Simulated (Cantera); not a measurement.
Charge: 1 mol H₂O, 0.023 mol SO₂, 26 mol N₂, held at 0.100 bar.

These are equilibrium values from Cantera (NASA tables, ideal gas, pure condensed phases), not measurements of a reactor. Candidate condensed phases: H₂O, H₂SO₄, S; 35 gas species. Rates play no part.

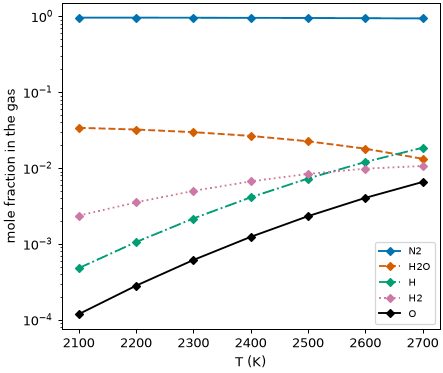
Figure. Equilibrium gas composition (values under 1e-9 drawn at 1e-9)

From 2100 K to 2700 K nothing is condensed.
